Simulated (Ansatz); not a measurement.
# Two runs on TaHClOF3

System: TaHClOF3, SMILES [OH][Ta]([F])([F])([F])[Cl].
Method of run 1: RKS SPW92 (LDA)/def2-TZVPP (Ansatz 0.2.0).

The geometry comes from this level: PBE0-D4/def2-TZVP. Text and figures count atoms from 1; the logs count them from 0 in places.

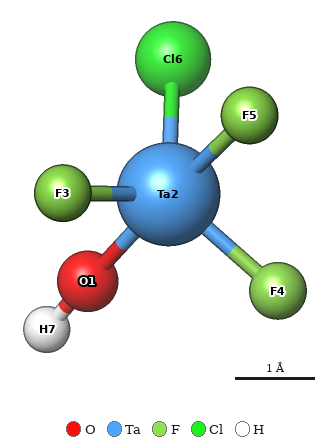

Figure 1. The structure as given in the input (ball-and-stick view, seen at a tilt; atoms are numbered from 1 in the order of the input). Sticks mark near contacts. Bond lengths as drawn: Cl–Ta 2.29 Å, F–Ta 1.86 to 1.88 Å, H–O 0.95 Å and O–Ta 1.87 Å.

Input, run 1:
```yaml
crystal:
  periodic: [false, false, false]
  atoms:
    - {symbol: O, position_ang: [0.071986, -1.321343, 0.711965]}
    - {symbol: Ta, position_ang: [0.002625, 0.288154, -0.230807]}
    - {symbol: F, position_ang: [1.766149, 0.076908, -0.774493]}
    - {symbol: F, position_ang: [-1.454207, -0.317451, -1.211155]}
    - {symbol: F, position_ang: [-0.039531, 1.829462, -1.311827]}
    - {symbol: Cl, position_ang: [-0.405042, 1.550384, 1.635213]}
    - {symbol: H, position_ang: [0.119421, -2.174215, 1.135303]}
basis:
  gaussian: {orbitals: def2-TZVPP}
hamiltonian: {xc: lda}
output: {orbitals: {seedname: orbitals}}
```

Launched with:
```bash
ansatz run in.yaml --threads 4 --pin off --events-out ev --progress --plain --max-ram 10444MiB
```

Hardware: 4 threads of AMD EPYC, 23 GiB of memory available, shared host.

Output (run 1):
```
Functional definition: SPW92
  exchange = slater_x
  correlation = pw_c
1309 factors; their error is unknown
mean field evaluation 1: about -24181.2386 eV, gradient 9.0e1 eV
mean field evaluation 2: about -24023.5789 eV, gradient 2.9e2 eV
mean field evaluation 4: about -24191.6261 eV, gradient 3.4e1 eV
mean field evaluation 8: about -24193.5480 eV, gradient 6.2e-1 eV
mean field evaluation 16: about -24193.5322 eV, gradient 3.1e-4 eV
mean field -24193.53224380 eV, -889.0959109945 hartree, gradient 7.9e-5 eV, S^2 0.000000; 0 other end points of the search recorded, 0 dependent functions left out
reference -24193.53228933 eV, -889.0959126676 hartree; 33, 33 occupied and 203, 203 virtual orbitals, 1309 factors
Total energy: -24193.53228933 eV, -889.0959126676 hartree
```

For run 2 the input was changed thus:
```diff
-hamiltonian: {xc: lda}
+hamiltonian: {xc: {name: LC-wPBE}}
```

What does this change do to the results?

The total energies belong to different methods, so their difference says nothing on which is more stable or more accurate. The HOMO goes from −8.34 to −12.47 eV. The LUMO goes from −3.11 to 0.27 eV.

Output (run 2):
```
Functional definition: LC-wPBE
  parameter omega = 0.4/bohr
  exchange = pbe_x_sr(omega) + exact_x_lr(omega)
  correlation = pbe_c
1309 factors; their error is unknown
335 factors; integrals over basis functions are off by at most 3.3e-5 eV
mean field evaluation 1: about -24283.1019 eV, gradient 8.4e1 eV
mean field evaluation 2: about -24267.8024 eV, gradient 1.4e2 eV
mean field evaluation 4: about -24294.1432 eV, gradient 2.8e0 eV
mean field evaluation 8: about -24294.1584 eV, gradient 1.2e-1 eV
mean field evaluation 16: about -24294.1403 eV, gradient 3.2e-4 eV
mean field -24294.14025309 eV, -892.7931871414 hartree, gradient 3.9e-5 eV, S^2 0.000000; 0 other end points of the search recorded, 0 dependent functions left out
reference -24294.14025310 eV, -892.7931871417 hartree; 33, 33 occupied and 203, 203 virtual orbitals, 1309 factors
Total energy: -24294.14025310 eV, -892.7931871417 hartree
```

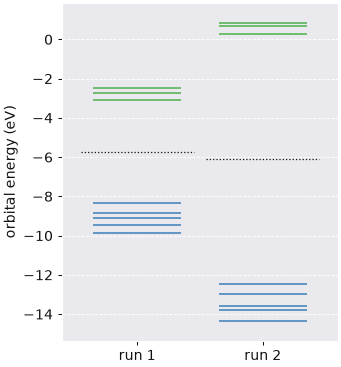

Figure 2. The five highest filled and three lowest empty orbital energies of the two runs; the dotted lines part filled from empty levels. The HOMO–LUMO gap is 5.23 eV in run 1 and 12.74 eV in run 2.

The two runs side by side:

```tsv
quantity	run 1	run 2
outcome	converged	converged
total energy (hartree)	−889.095913	−892.793187
HOMO (eV)	−8.34	−12.47
LUMO (eV)	−3.11	0.27
basis functions	236	236
wall time (shared host)	1.2 s	2.5 s
```
